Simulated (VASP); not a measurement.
Band structure of Dy (hcp). These are vdW-DF-cx, VASP's PBE PAW potentials (set 64) (plane waves; VASP) values and carry that method's errors.

The 4f electrons are frozen in the core of the lanthanide potential, so 4f levels, which can set the real gap, and their magnetism are missing.

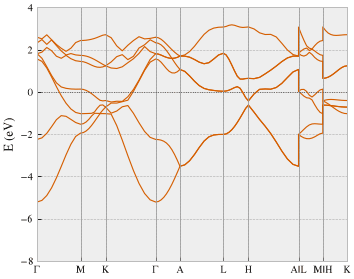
Fig. 1. Bands along high-symmetry lines, zero at the valence-band maximum or, without a gap, the Fermi level

Problem. Read the plot: is there a gap, and where are the band edges?

Solution. It has no gap at this level: it comes out as a metal or semimetal. (Edges off the drawn lines would not show.)

The compound is Dy in the hcp structure. It was relaxed first.
